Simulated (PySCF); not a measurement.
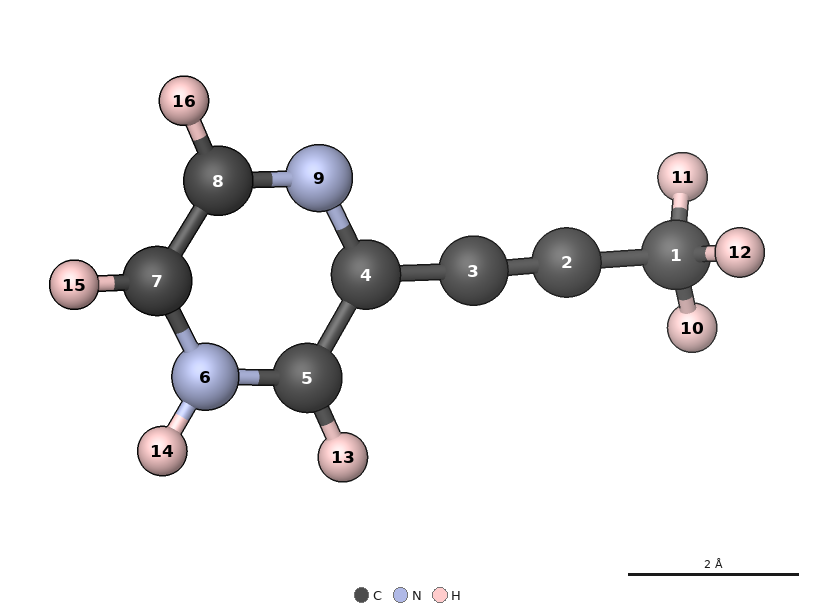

Numbered structure. Charge +1, singlet. The geometry was computed by an optimisation with GFN2-xTB. No frequency run is at hand to confirm it as a minimum.

### Describe the coordination of atom 5.

C5 has 3 neighbours (C4 at 1.41, N6 at 1.33, H13 at 1.08 Å); the arrangement is trigonal planar.

### What is the geometry at C1?

C1 has 4 neighbours (C2 at 1.42, H10 at 1.09, H11 at 1.09, H12 at 1.09 Å); the arrangement is tetrahedral.

### Describe the coordination of atom 3.

C3 has 2 neighbours (C2 at 1.21, C4 at 1.40 Å); the arrangement is linear.

### How are the neighbours of atom 4 arranged?

C4 has 3 neighbours (C3 at 1.40, C5 at 1.41, N9 at 1.34 Å); the arrangement is trigonal planar.

### What is the dihedral angle C3–C4–C5–N6?

180° in size, that is anti.
